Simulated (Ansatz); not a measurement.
# Ba (P6/mmm, 1 atom in the cell): Grüneisen parameters, part 2 of 2

Wanted: mode Grüneisen parameters of Ba (P6/mmm, 1 atom in the cell).

Ansatz 0.2.0; DFT PBEsol+D3(BJ), scalar-relativistic, plane waves, PAW.

So far, highest frequency on the path or at a solved wavevector (cm⁻¹): step 2 (response at finite wavevector) 83.7; step 4 (phonons at the other volume, volume ratio 0.97) 84.9.

This is not the structure that Ba takes at ambient pressure and room temperature (bcc); it is a model or a phase of other conditions.

In doubt: the dispersion correction can have small steps in the geometry for these elements (in some of the runs), which bears on fits and elastic values.

## 5. Relaxing at another volume, volume ratio 1.03

The volume is scaled by 1.03 and held, while shape and atoms relax as far as symmetry allows. The modes can then be followed against volume.

Contents of input.yaml:

```yaml
crystal:
  lattice:
    - [4.0232317856, 0.0, 0.0]
    - [-2.0116158928, 3.4842209316, 0.0]
    - [0.0, 0.0, 3.7209467121]
  atoms:
    - { symbol: Ba, position: [0.0, 0.0, 0.0] }
kpoints:
  mp_grid: { grid: [12, 12, 12] }
hamiltonian:
  xc: pbesol
  dispersion: d3bj
scf:
  occupations: { method: methfessel_paxton, width: 0.15 }
output:
  forces: true
  stress: true
  eigenvalues: true
relax:
  adjacent_minimum: "off"
  f_tol: 0.001
  max_steps: 60
  cell: { stress_tol: 0.01, fix: [volume] }
```

The run is started by

```sh
$ ansatz run input.yaml --threads 4 --pin off --max-ram 7168MiB --backend cpu --events-out ev --progress --plain --runs-dir out
```

Numbers of over 12 decimals in the logs are rounded to 6 here.

The log of the run:

```text
[...]
Crystal: 1 atoms, lattice volume = 52.160 Å³
Basis set: ecut = 420 eV, 997 PW (Γ), exchange–correlation on 54×54×50 points (8 copies of the dense FFT grid, shifted against one another)
Bands: 9, of which v1, the nominal top of the filled ones, is band 5 counted from 1 (4 counted from 0)
Symmetry: 24 space group operations
[...]
k-points: 133 of 1728
[...]
0.000000       0.000000      -0.250260
  P = ⅓ Tr σ = -0.2432 GPa (-2.432 kbar)
--- Band table (eV; the first three rows and the last of 133) ---
[...]
--- Relaxed structure (1 steps of the walk, 1 accepted, 1 SCFs on fresh bases) ---
[...]
cell:  # Å, volume = 52.1596 Å³
    - [4.023232, 0.0, 0.0]
    - [-2.011616, 3.484221, 0.0]
    - [0.0, 0.0, 3.7209467121]
  atoms:
    - { symbol: Ba, position: [0.0, 0.0, 0.0] }
[key lines of the parts left out:]
SCF converged after 5 iterations
Free energy (F): -5862.735700 eV
Fermi energy:    7.308570 eV
```

Run time: 11 s. Hardware: 4 threads of Arm Neoverse N1, shared host; peak memory 0.38 GiB; 18 s of CPU time.

Little changed from the start: no atom moved by 0.005 Å and no cell edge by 0.1 %.

Numbers from this step:

| Property | Result |
| --- | --- |
| pressure | -0.2432 GPa |
| volume per atom | 52.16 Å³ |

## 6. Phonons at the other volume, volume ratio 1.03

The phonons are repeated at this volume on the same k and q meshes.

input.yaml, the sections that differ from step 5:

```yaml
output:
  eigenvalues: true
phonons:
  method: dfpt
  qmesh: [3, 3, 4]
  temperatures: { t_max: 1000, t_step: 50 }
  qpath:
    path:
      - [[0.0, 0.0, 0.0], [0.5, 0.0, 0.0], [0.33333333, 0.33333333, 0.0], [0.0, 0.0, 0.0], [0.0, 0.0, 0.5], [0.5, 0.0, 0.5], [0.33333333, 0.33333333, 0.5], [0.0, 0.0, 0.5]]
      - [[0.5, 0.0, 0.5], [0.5, 0.0, 0.0]]
      - [[0.33333333, 0.33333333, 0.5], [0.33333333, 0.33333333, 0.0]]
    npoints: 10
# crystal, kpoints, hamiltonian, scf: as in step 5
# relax: removed
```

The log of the run:

```text
[...]
Crystal: 1 atoms, lattice volume = 52.160 Å³
Basis set: ecut = 420 eV, 997 PW (Γ), exchange–correlation on 54×54×50 points (8 copies of the dense FFT grid, shifted against one another)
Bands: 9, of which v1, the nominal top of the filled ones, is band 5 counted from 1 (4 counted from 0)
Symmetry: 24 space group operations
k-points: 133 of 1728
[...]
Entropy (-TS):   0.001909 eV (1.909 meV/atom)
Fermi energy:    7.308571 eV
[...]
--- Band table (eV; the first three rows and the last of 133) ---
[...]
ASR residual: 4.446e-5 → 0.000e0 eV/Å²; symmetrization residual: 2.913e-13 eV/Å²
[...]
ASR residual per site (eV/Å²): 4.45e-5
  Γ frequencies (cm⁻¹): 0.00 0.00 0.00
--- Phonons (arbitrary-q DFPT): 9 irreducible q on the 3×3×4 mesh ---
[...]
interpolated dispersion: 93 rows × 3 modes
[...]
[key lines of the parts left out:]
SCF converged after 9 iterations
Free energy (F): -5862.735700 eV
```

The job ended after 8.1 min (4 threads; peak memory 1.4 GiB; 13 min of CPU time).

Numbers from this step:

* sum-rule residual before enforcement: 4.45e-5 eV/Å²
* lowest frequency on the path: -36.32 cm⁻¹
* highest frequency on the path or at a solved wavevector: 82.3 cm⁻¹
* lowest mode on the q mesh (acoustic modes at Γ apart): -36.32 cm⁻¹

Frequencies (cm⁻¹) solved at each irreducible wavevector; negative means imaginary. Frequencies by wavevector, by row:

```
q in reciprocal lattice units  star  mode 1  mode 2  mode 3
                        0 0 0     1       0       0       0
                     0 0 0.25     2     -20     -20    54.5
                     0 0 -0.5     1   -31.6   -31.6    59.1
                   0 0.3333 0     6     -25    43.1      71
                0 0.3333 0.25    12    28.2    41.7    67.8
                0 0.3333 -0.5     6   -13.7    57.8    63.1
              0.3333 0.3333 0     2   -36.3    73.2    73.2
           0.3333 0.3333 0.25     4    39.3    66.4    66.4
           0.3333 0.3333 -0.5     2    61.9    62.8    62.8
```

The highest frequency on the path or at a solved wavevector is 82.3 cm⁻¹, -1.4 cm⁻¹ against the base run.

## 7. Grüneisen parameters

The Grüneisen parameter of a mode is minus the logarithmic change of its frequency with volume, −d ln ω / d ln V; weighted by heat capacity it gives the expansion.

This step gave:

| Property | Result |
| --- | --- |
| bulk modulus | 8.4 GPa |

The phonon branches at the labelled points (cm⁻¹):

```csv
point,branch 1,branch 2,branch 3
Γ,0,0,0
M,-30,51,84
K,-36,74,74
Γ,0,0,0
A,-32,-32,58
L,14,56,76
H,59,63,63
A,-32,-32,58
jump to L,14,56,76
M,-30,51,84
jump to H,59,63,63
K,-36,74,74
```

The same for volume x 0.97:

```
point  branch 1  branch 2  branch 3
    Γ         0         0         0
    M       -29        52        85
    K       -36        75        75
    Γ         0         0         0
    A       -32       -32        56
    L        12        52        75
    H        56        62        62
    A       -32       -32        56
    L        12        52        75
    M       -29        52        85
    H        56        62        62
    K       -36        75        75
```

The same for volume x 1.03:

```csv
point,branch 1,branch 2,branch 3
Γ,0,0,0
M,-31,50,82
K,-36,73,73
Γ,0,0,0
A,-32,-32,59
L,16,59,76
H,62,63,63
A,-32,-32,59
L,16,59,76
M,-31,50,82
H,62,63,63
K,-36,73,73
```

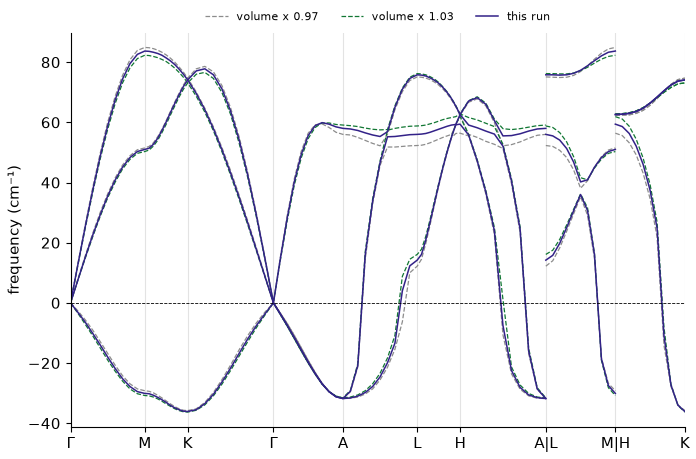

Phonon branches along the path; dashed: volume x 0.97 and volume x 1.03.

## 8. What came out

```yaml
bulk_modulus: 8.4 GPa
```

In words: No expansion is given, because modes are imaginary at one volume or more. Branches are matched by rank, so values near crossings are rough. With no gap, or one that is small against the smearing, the frequencies hang on the k mesh and the smearing, most of all near Kohn anomalies. Spin-orbit coupling is left out, which can matter for the heavy elements here. A phonon run warned that its eigensolver left some bands unconverged in a pass. In the phonons the program treats the change of the C6 weights of the dispersion term with coordination only in part.

[Logs are printed without paths, hosts, clocks, repeated set-up lines and the standing remarks that a program may print on its own settings, such as how far it seeks lower states.]

[Hosts, paths, dates, database ids (printed as entryN), source tags and the programs' standing remarks are cut or masked in the printed files.]
